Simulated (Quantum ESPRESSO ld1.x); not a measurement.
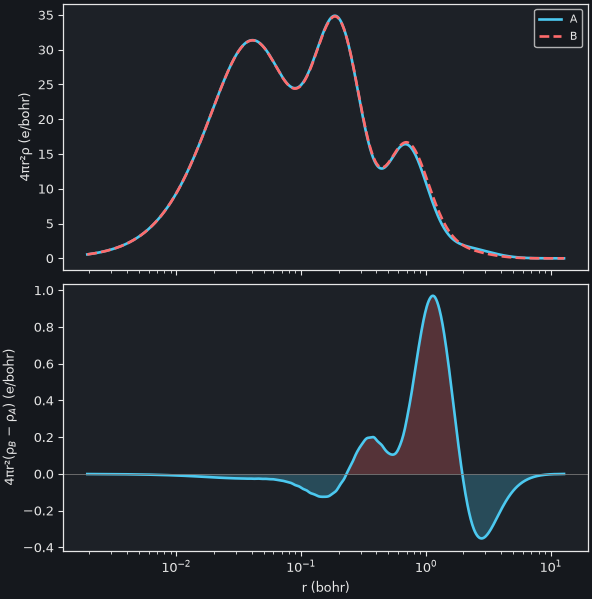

The neutral iron atom was computed in two configurations: [Ar] 3d5 4s2 4p1 (open shells shared over both j by 2j + 1); [Ar] 3d7 4s1 (open shells shared over both j by 2j + 1). Theory: Dirac Kohn-Sham, relativistic LDA (MacDonald-Vosko exchange, VWN5 correlation), spin-unpolarised, spherical densities, point nucleus (computed with Quantum ESPRESSO ld1.x 7.5).

The plot shows both radial densities and the radial density of run B less that of run A; on the logarithmic r axis, areas aren't charges.

Which run is A and which is B? Where does the charge move?

Answer. A is [Ar] 3d5 4s2 4p1 (open shells shared over both j by 2j + 1); B is [Ar] 3d7 4s1 (open shells shared over both j by 2j + 1). B holds 0.83 electrons more than A where the difference is positive (most at r = 1.1 bohr) and 0.83 electrons fewer where it is negative (most at r = 2.8 bohr), with no net change. The energy of B less that of A is −9.76 eV.
